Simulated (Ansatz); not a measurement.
The calculation's input:

```
crystal:
  periodic: [false, false, false]
  atoms:
    - {symbol: C, position_ang: [-2.749768, -0.974338, 2.029682]}
    - {symbol: C, position_ang: [-0.412507, -1.732813, 0.406510]}
    - {symbol: B, position_ang: [-1.580678, -1.351218, 1.224869]}
    - {symbol: H, position_ang: [-3.355783, -1.719480, 2.566172]}
    - {symbol: H, position_ang: [-3.074604, 0.071410, 2.135547]}
    - {symbol: H, position_ang: [-0.313908, -1.049581, -0.460651]}
    - {symbol: H, position_ang: [0.528007, -1.699770, 0.989650]}
    - {symbol: H, position_ang: [-0.545667, -2.760400, 0.012577]}
basis:
  gaussian:
    orbitals: def2-TZVPD
total_charge: 1
magnetization:
  spin_polarized: true
  initial_magnetization: 1
hamiltonian:
  xc: {name: PBE0}
output:
  forces: true
  orbitals: {seedname: orbitals}
```

Command:

```sh
ansatz run input.yaml --threads 1 --pin off --max-ram 2610MiB --events-out events.jsonl --progress --plain --runs-dir runs
```

Geometry: r2SCAN-D4/def2-SVP.

All numbers below come from isolated molecule in a Gaussian basis; Kohn-Sham density functional theory, functional PBE0 in Ansatz.

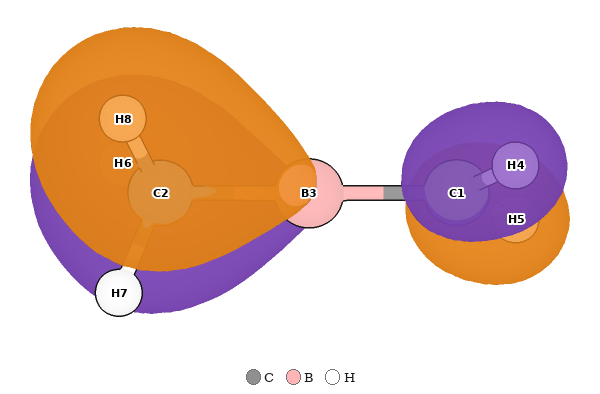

C2H5B (SMILES [CH2][B+]C) (charge +1, doublet). The HOMO−1 (β) at ±0.1 Å⁻³ᐟ² (orange and purple are the two phases), seen from one side.

Q: Where does this orbital lie, and at what energy?

A: Its weight (Hirshfeld) is mainly on C2 (about 45 %), H6 (about 15 %), H8 (about 15 %) and C1 (about 5 %). Its energy is −17.61 eV.
